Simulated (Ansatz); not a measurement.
**Run report: GeH3SBr, single-point calculation**

The run: single-point calculation of GeH3SBr. Method and program: RKS PBE0-D4/def2-TZVPP (Ansatz 0.2.0).

The geometry is the product side of a reaction. The reaction was set up to form Br2–H4 and to break Ge1–Br2 and S3–H4 (atoms counted from 1 in the order of the input); sticks are drawn by distance alone. The geometry comes from this level: PBE0-D4/def2-TZVP.

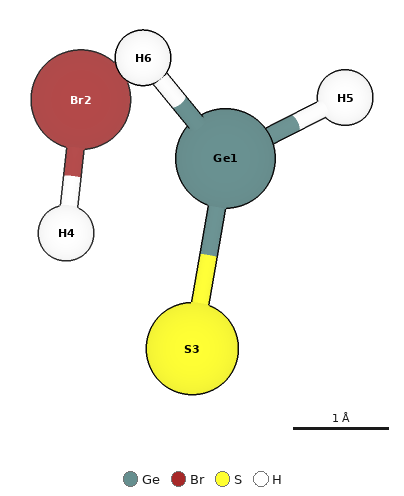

The structure as given in the input (ball-and-stick view, seen at a tilt; atoms are numbered from 1 in the order of the input). Sticks mark near contacts.

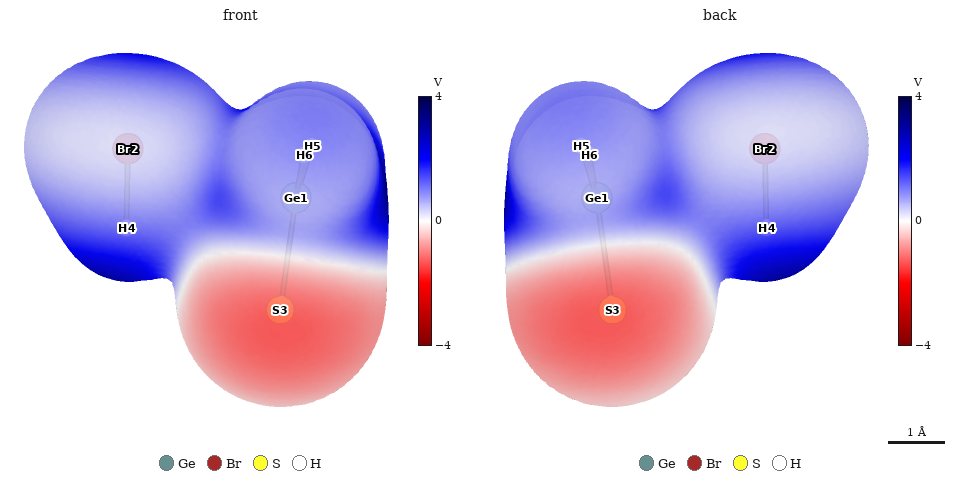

The molecular electrostatic potential painted on the density surface at 0.004 e/bohr³, seen face on and from behind; red is negative and blue positive. A positive charge is drawn to the negative regions and a negative charge to the positive ones.

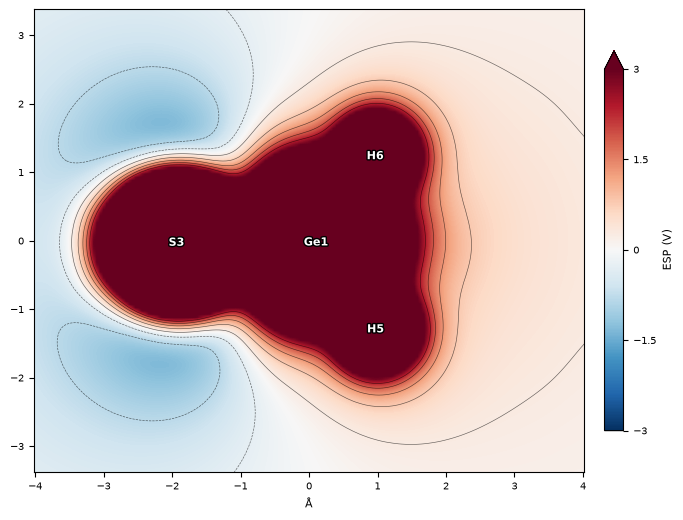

Electrostatic potential on the plane of atoms S3, Ge1 and H5.

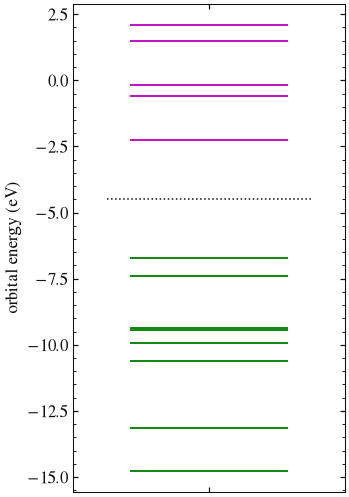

Orbital energies near the frontier; the dotted line parts filled from empty levels, and levels within 0.02 eV of each other stand side by side. Highest filled −6.71 eV, lowest empty −2.27 eV, 4.44 eV apart.

The input and output of the run follow.

**The input**
```yaml
crystal:
  periodic: [false, false, false]
  atoms:
    - {symbol: Ge, position_ang: [-0.065632, 0.680902, 0.707558]}
    - {symbol: Br, position_ang: [-0.734552, -1.445625, -1.490477]}
    - {symbol: S, position_ang: [1.961733, 0.591555, 0.587399]}
    - {symbol: H, position_ang: [0.690362, -1.390636, -1.452531]}
    - {symbol: H, position_ang: [-0.937851, 1.694601, -0.055325]}
    - {symbol: H, position_ang: [-0.914061, -0.130799, 1.703375]}
basis:
  gaussian: {orbitals: def2-TZVPP}
hamiltonian: {xc: pbe0, dispersion: d4}
output: {orbitals: {seedname: orbitals}}
```

Launched with:
```bash
ansatz run in.yaml --threads 4 --pin off --events-out ev --progress --plain --max-ram 9574MiB
```

**What the program printed**
```
Functional definition: PBE0
  name "PBE0"
  cite "Adamo & Barone, J. Chem. Phys. 110, 6158 (1999) doi:10.1063/1.478522"
  cite "Perdew, Burke & Ernzerhof, Phys. Rev. Lett. 77, 3865 (1996) doi:10.1103/PhysRevLett.77.3865"
  parent pbe
  parameter a = 0.25
  parameter kappa = 0.804
  parameter beta = 0.06672455060314922
  exchange = (1 - a)*pbe_x(kappa = kappa, mu = beta*pi^2/3) + a*exact_x
  correlation = pbe_c(beta = beta)
1306 factors; their error is unknown
mean field evaluation 1: about -137427.6909 eV, gradient 2.8e1 eV
mean field evaluation 2: about -137422.6500 eV, gradient 5.1e1 eV
mean field evaluation 4: about -137429.3742 eV, gradient 2.0e0 eV
mean field evaluation 8: about -137430.0996 eV, gradient 1.4e-1 eV
mean field -137430.09965840 eV, -5050.4630089788 hartree, gradient 7.6e-5 eV, S^2 0.000000; 0 other end points of the search recorded, 0 dependent functions left out
reference -137430.09968591 eV, -5050.4630099898 hartree; 43, 43 occupied and 137, 137 virtual orbitals, 1306 factors
Total energy: -137430.23174514 eV, -5050.4678630770 hartree
```

**Summary**

```csv
quantity,value
outcome,converged
total energy,−137430.2317 eV
mean-field energy,−137430.0997 eV
dispersion energy,−0.1321 eV
SCF solution under orbital rotations,stable
HOMO,−6.71 eV
LUMO,−2.27 eV
hardware,"4 threads of Intel Xeon @ 2.50GHz, 180 GiB of memory available, shared host"
wall time,3.9 s (CPU time 13 s)
peak memory,0.54 GiB
```
